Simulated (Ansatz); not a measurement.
Input file:

```
crystal:
  periodic: [false, false, false]
  atoms:
    - {symbol: B, position_ang: [-0.000277, -0.001121, -0.001269]}
    - {symbol: B, position_ang: [1.501079, -0.226965, -0.125150]}
    - {symbol: B, position_ang: [-1.501205, 0.226288, 0.124920]}
    - {symbol: F, position_ang: [2.776084, -0.418163, -0.230431]}
    - {symbol: F, position_ang: [-2.775692, 0.419961, 0.231940]}
basis:
  gaussian: {orbitals: def2-TZVP, initial_orbitals: start.molden}
magnetization: {spin_polarized: true, initial_magnetization: 1}
hamiltonian: {xc: pbe0, dispersion: d4}
scf: {omitted_lower_state_checks: [starts]}
output: {orbitals: {seedname: orbitals}}
```

Launched as:

```sh
ansatz run in.yaml --threads 4 --pin off --events-out ev --progress --plain --max-ram 3916MiB
```

Geometry: PBE-D4/def2-SVP.

Level of theory: Ansatz 0.2.0, UKS PBE0-D4/def2-TZVP.

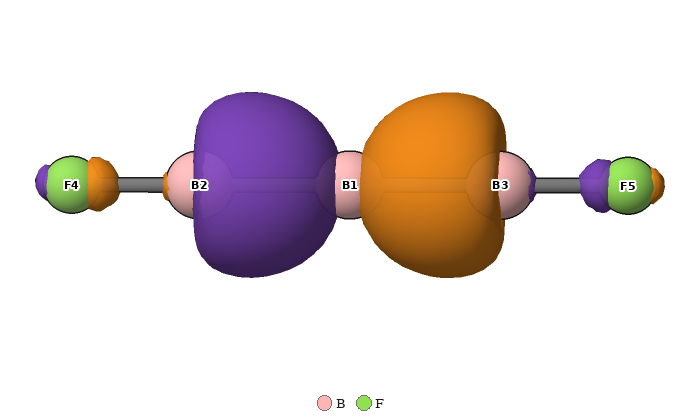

B3F2 (doublet). The HOMO−1 (β) at ±0.2 Å⁻³ᐟ² (orange and purple are the two phases), seen from one side.

Question: Where does this orbital lie, and at what energy?

Answer: Its weight (Hirshfeld) is mainly on B1 (about 40 %), B2 (about 30 %) and B3 (about 30 %); it is of σ type; it is ungerade (odd under inversion). Its energy is −11.65 eV.
